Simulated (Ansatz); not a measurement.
# ClGeH5SSi: rigid scan of one bond length from a Python script

How does the energy of ClGeH5SSi change as one bond is stretched? Wanted for ClGeH5SSi: a rigid scan of one bond length. SMILES: Cl[SiH2][S][GeH3].

Computed with Ansatz 0.2.0, driven from Python. Level of theory: B3LYP/def2-SVP.

**1. The structure**

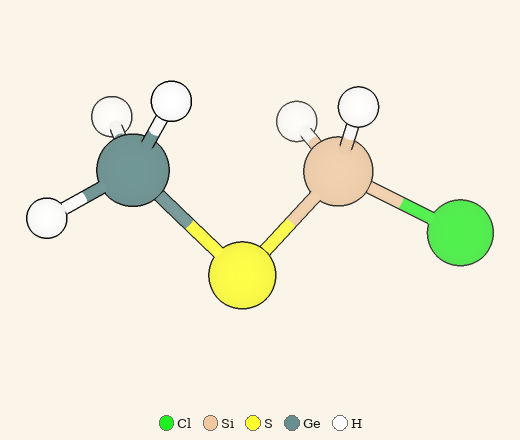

The structure that the script starts from, seen from a chosen angle (chlorine green, silicon light orange, sulfur yellow, germanium teal, hydrogen white).

The script holds or builds the structure itself.

**2. The script**

Contents of clgeh5ssi.py:

```python
import ansatz as az
import numpy as np

geometry_ang = [
    ("Cl", [-2.0821, 1.7662, 2.1664]),
    ("Si", [-0.9919, 0.4305, 1.0677]),
    ("S", [0.0972, 1.4712, -0.4573]),
    ("Ge", [1.1281, -0.4018, -1.1808]),
    ("H", [-1.8794, -0.556, 0.4181]),
    ("H", [-0.0636, -0.2423, 1.9781]),
    ("H", [2.0323, -0.0901, -2.3541]),
    ("H", [1.8994, -1.0588, -0.0385]),
    ("H", [-0.0514, -1.3652, -1.6168]),
]
clgeh5ssi = az.Crystal.molecule()
for symbol, xyz in geometry_ang:
    clgeh5ssi = clgeh5ssi.atom(symbol, xyz)

symbols = [site.symbol for site in clgeh5ssi.cartesian_sites]
start = np.array([site.position_ang for site in clgeh5ssi.cartesian_sites])
axis = (start[0] - start[1]) / np.linalg.norm(start[0] - start[1])
moving = [0]
lengths, energies = [1.799, 1.881, 1.963, 2.044, 2.126, 2.208, 2.29, 2.412], []
for length in lengths:
    xyz = start.copy()
    xyz[moving] += (length - np.linalg.norm(start[0] - start[1])) * axis
    point = az.Crystal.molecule()
    for symbol, place in zip(symbols, xyz):
        point = point.atom(symbol, place.tolist())
    setup = (
        point.calculation()
        .basis(gaussian="def2-SVP")
        .functional("b3lyp")
    )
    rep = setup.run().report
    energies.append(rep["free_energy_ev"])
    print(f"r = {length:6.3f} A  E = {energies[-1]:.5f} eV  <S^2> = {abs(rep['mean_field']['state']['spin_squared']):.3f}")

fit = np.polynomial.Polynomial.fit(lengths, np.array(energies) - min(energies), 4).convert()
roots = [r.real for r in fit.deriv().roots() if abs(r.imag) < 1e-9 and fit.deriv(2)(r.real) > 0]
r_e = min(roots, key=lambda r: abs(r - lengths[int(np.argmin(energies))]))
print(f"minimum of the fit at {r_e:.4f} A, force constant {fit.deriv(2)(r_e):.2f} eV/A^2")
```

**3. What the engine is handed**

The package turns the script's settings into the engine's input (first run):

```yaml
crystal:
  periodic: [false, false, false]
  atoms:
    - { symbol: Cl, position_ang: [-1.9512145542840544, 1.6058407174437823, 2.034494075208118] }
    - { symbol: Si, position_ang: [-0.9919, 0.4305, 1.0677] }
    - { symbol: S, position_ang: [0.0972, 1.4712, -0.4573] }
    - { symbol: Ge, position_ang: [1.1281, -0.4018, -1.1808] }
    - { symbol: H, position_ang: [-1.8794, -0.556, 0.4181] }
    - { symbol: H, position_ang: [-0.0636, -0.2423, 1.9781] }
    - { symbol: H, position_ang: [2.0323, -0.0901, -2.3541] }
    - { symbol: H, position_ang: [1.8994, -1.0588, -0.0385] }
    - { symbol: H, position_ang: [-0.0514, -1.3652, -1.6168] }
basis:
  gaussian:
    orbitals: def2-SVP
hamiltonian:
  xc: b3lyp
```

**4. Launch**

Run with:

```
$ python clgeh5ssi.py
```

What it wrote:

```text
r =  1.799 A  E = -87822.26817 eV  <S^2> = 0.000
r =  1.881 A  E = -87822.86948 eV  <S^2> = 0.000
r =  1.963 A  E = -87823.18983 eV  <S^2> = 0.000
r =  2.044 A  E = -87823.31048 eV  <S^2> = 0.000
r =  2.126 A  E = -87823.29362 eV  <S^2> = 0.000
r =  2.208 A  E = -87823.18048 eV  <S^2> = 0.000
r =  2.290 A  E = -87823.00305 eV  <S^2> = 0.000
r =  2.412 A  E = -87822.66848 eV  <S^2> = 0.000
minimum of the fit at 2.0708 A, force constant 18.41 eV/A^2
```

Wall time 39 s (1 thread of Arm Neoverse V1, shared host); peak memory 0.32 GiB.

**5. Inputs of later runs**

The engine's inputs for some of the other runs:

Run 2, against run 1:

```diff
@@ -4 +4 @@
-    - { symbol: Cl, position_ang: [-1.9512145542840544, 1.6058407174437823, 2.034494075208118] }
+    - { symbol: Cl, position_ang: [-1.9949409542013932, 1.6594137796063115, 2.0785613982581825] }
```

Run 3, against run 1:

```diff
@@ -4 +4 @@
-    - { symbol: Cl, position_ang: [-1.9512145542840544, 1.6058407174437823, 2.034494075208118] }
+    - { symbol: Cl, position_ang: [-2.038667354118732, 1.712986841768841, 2.1226287213082466] }
```

Run 8, against run 1:

```diff
@@ -4 +4 @@
-    - { symbol: Cl, position_ang: [-1.9512145542840544, 1.6058407174437823, 2.034494075208118] }
+    - { symbol: Cl, position_ang: [-2.2780960561051358, 2.0063320236100073, 2.363924185326282] }
```

**6. The runs side by side**

The 8 runs, in the order started:

```
run  distance (Å)  energy from run 4 (eV)  SCF cycles  CPU time (s)
  1          1.80                  1.0423          15           4.8
  2          1.88                  0.4410          16           4.8
  3          1.96                  0.1207          16           4.8
  4          2.04                  0.0000          16           4.7
  5          2.13                  0.0169          15           4.8
  6          2.21                  0.1300          16           4.8
  7          2.29                  0.3074          16           4.8
  8          2.41                  0.6420          15           4.7
```

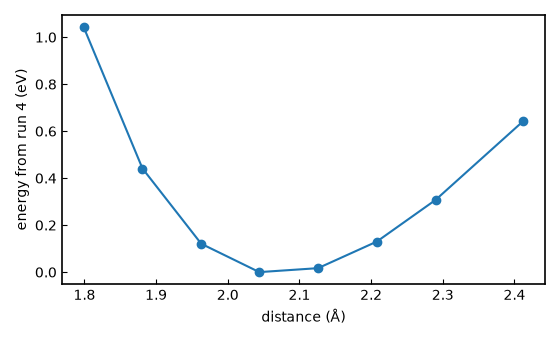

Energy against distance; lines join the points.

**7. Summary of results**

| quantity | value |
| --- | --- |
| bond length at the fit's minimum | 2.0708 Å |
| runs compared | 8 |
| range of energy | 1.042 eV |
| lowest point, distance (Å) | 2.04 |

**Reading.** The curve has its lowest point inside the range, at 2.04. The ends stand 1.04 and 0.642 eV above it. The distance scanned is the script's pair 1, 0. Reading the output:
- The rest of the molecule is held rigid at a force-field or estimated start geometry, and the basis set is modest; single-reference methods fail as a bond breaks.
- b3lyp holds the VWN-RPA fit, as in Gaussian; the form of ORCA and Turbomole is b3lyp5.
- The orbitals are restricted, so S² is zero by construction.
